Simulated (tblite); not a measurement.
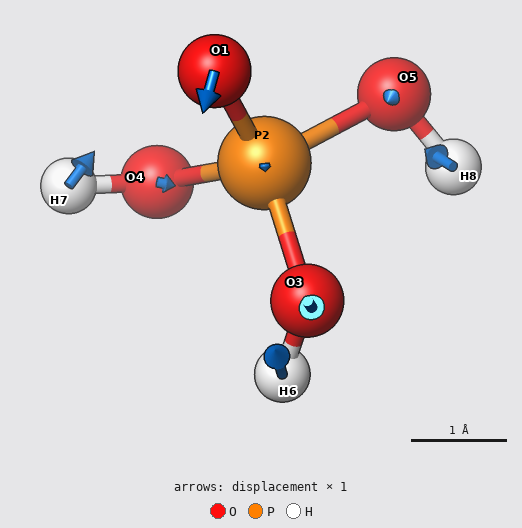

A relaxation of PH$_{3}$O$_{4}$. The starting structure is drawn; blue arrows show the displacements, at their true length. The two geometries are superimposed by the best rigid fit.

The picture is a ball-and-stick view, seen at a tilt.

Theory: GFN2-xTB geometry optimisation, gas phase (tblite 0.8.0). 

**Which element moves most?**

Hydrogen: up to 0.89 Å, against 0.50 Å for oxygen.

**What happened in the run?**

The largest move after the best rigid fit is that of H6, 0.89 Å. By element the largest moves are H 0.89 Å, O 0.50 Å, P 0.10 Å. Near-neighbour distances that change, for instance: P2–O5 1.697 → 1.578 Å, P2–O4 1.695 → 1.607 Å, O1–P2 1.533 → 1.456 Å, P2–O3 1.673 → 1.601 Å. Bond angles that change, for instance: O3–P2–O4 112.8° → 103.2°, O1–P2–O5 107.1° → 116.6°, O3–P2–O5 109.1° → 102.4°. Groups turn about P2–O3 by about 120°, P2–O4 by about 40°, P2–O5 by about 35°. The energy falls by 27.3 kcal/mol in 92 geometry steps.
